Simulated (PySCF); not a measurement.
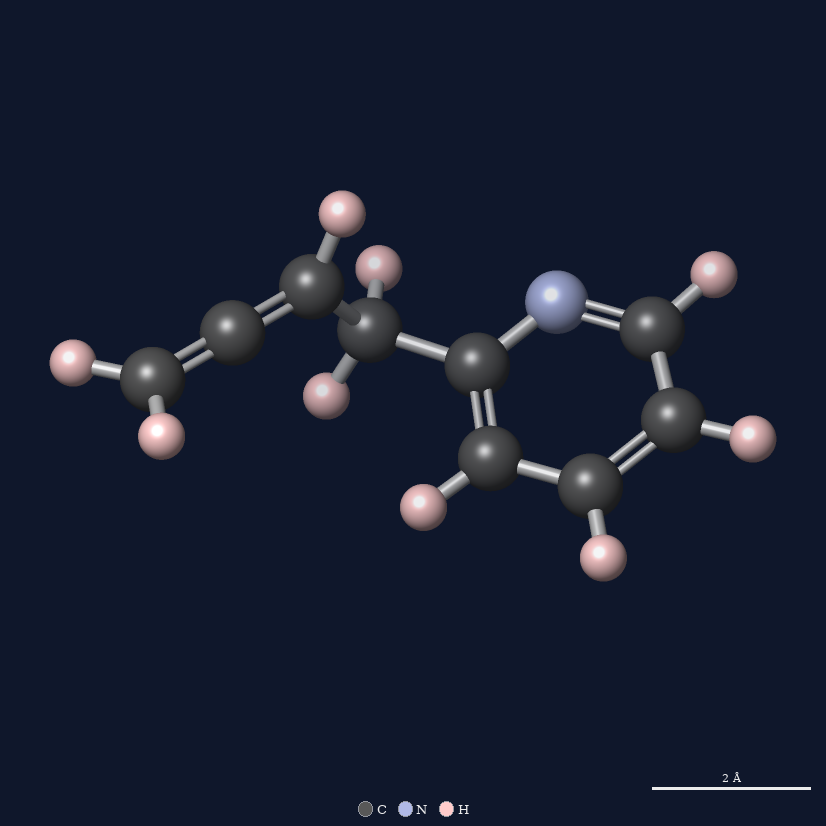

A ball-and-stick model of a molecule. Double and triple bonds are drawn as two and three sticks.

The computed structure is the end point of a GFN2-xTB optimisation. No frequency run is at hand to confirm it as a minimum.

Question: Count the atoms of each element.

Answer: C₉H₉N, 19 atoms: 9 carbon, 9 hydrogen and 1 nitrogen.

Question: What is its SMILES?

Answer: C=C=CCc1ccccn1

Question: Give the symmetry (Schoenflies symbol).

Answer: C1.

Question: Does it have rings?

Answer: Independent rings (smallest set): 1 of 6 members, 1 of them aromatic.

More results for the same structure follow; atom numbers are the same in all pictures, views and colours differ.

### Quadrupole coupling

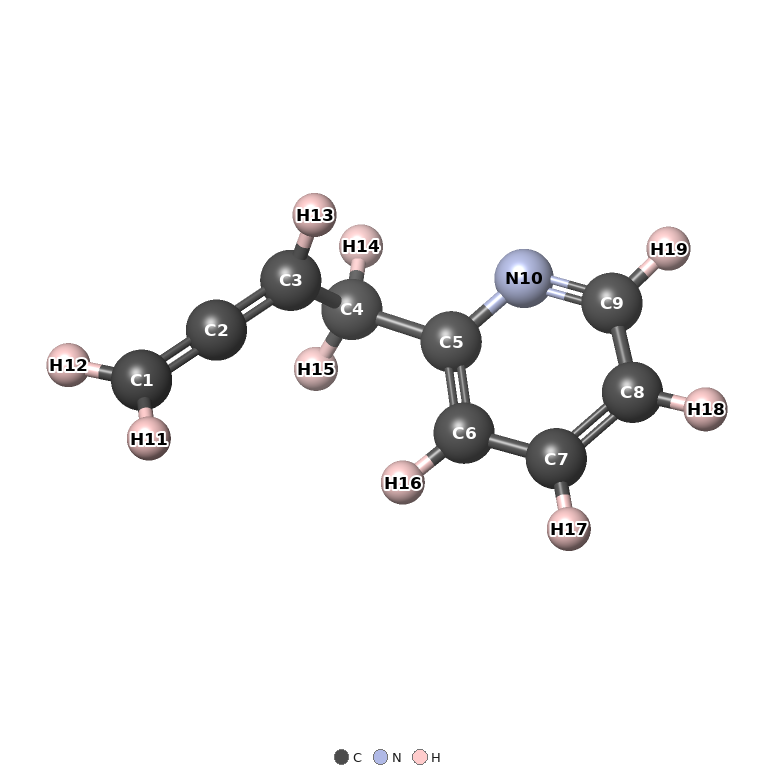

No frequency run is at hand to confirm it as a minimum. Electric field gradients from the ground-state density, PBE0/pcSseg-1 (PySCF 2.14.0), non-relativistic apart from any core potentials.

Give the largest field-gradient component, the quadrupole coupling constant and the asymmetry for 14N at N10 (Q = 20.44 mb).

```
atom  V_zz (a.u.)  e²qQ/h (MHz)     η
 N10       −1.110         −5.33  0.35
```

### Electronic properties

No frequency run is at hand to confirm it as a minimum. Level of theory: PBE0/pcSseg-1, gas phase (PySCF 2.14.0).

Question: Estimate the HOMO–LUMO gap.

Answer: 6.36 eV.

Question: What is the dipole moment?

Answer: 1.96 D.

Question: Estimate the HOMO energy (Kohn–Sham orbital).

Answer: −7.10 eV.

### NMR shielding

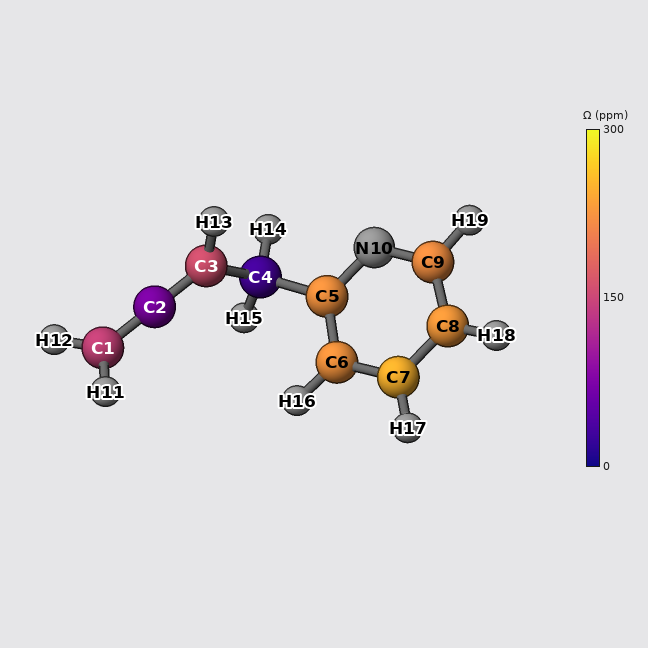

The C atoms are coloured by the span of their shielding tensor. No frequency run is at hand to confirm it as a minimum. Properties computed with GIAO PBE0/pcSseg-1 NMR shielding, non-relativistic, gas phase (PySCF 2.14.0). Principal shieldings σ11 ≤ σ22 ≤ σ33, span Ω = σ33 − σ11, skew κ = 3(σiso − σ22)/Ω.

Give the shielding tensors of the C atoms.

```tsv
atom	σ11	σ22	σ33	σiso	Ω	κ
C1	23.7	132.7	170.9	109.1	147.2	−0.48
C2	−70.2	−37.4	6.7	−33.6	76.9	0.15
C3	−2.6	112.2	158.5	89.4	161.0	−0.42
C4	126.1	138.5	160.8	141.8	34.7	0.29
C5	−80.9	−6.5	145.1	19.3	226.0	0.34
C6	−52.7	52.0	173.8	57.7	226.5	0.08
C7	−70.8	24.1	180.5	44.6	251.3	0.24
C8	−51.5	54.7	179.6	60.9	231.1	0.08
C9	−75.8	26.8	145.7	32.2	221.5	0.07
```

Shieldings and span in ppm.

### Ring current

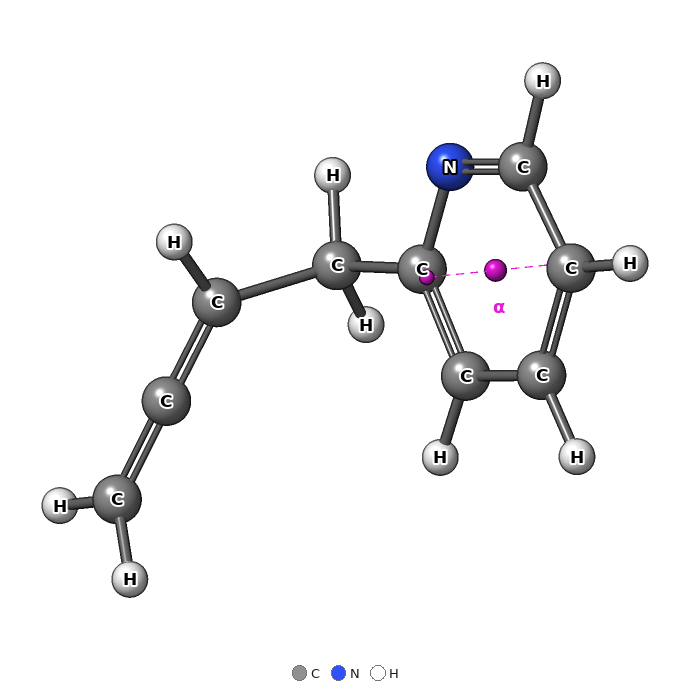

The small points mark where nucleus-independent chemical shifts (NICS) were computed: at the centre of each lettered ring and 1 Å above and below it. No frequency run is at hand to confirm it as a minimum. Properties computed with GIAO PBE0/pcSseg-1 NMR shielding, non-relativistic, gas phase (PySCF 2.14.0).

Give NICS(0), NICS(1) and the out-of-plane component NICS(1)zz for each ring (means of the two sides).

```
ring  members  NICS(0)  NICS(1)  NICS(1)zz
   α      C5N     −7.2    −11.1      −27.9
```

Values in ppm.

Question: What do the values say about the ring currents?

Answer: Ring α: diatropic, as in an aromatic ring. NICS is one index among several.
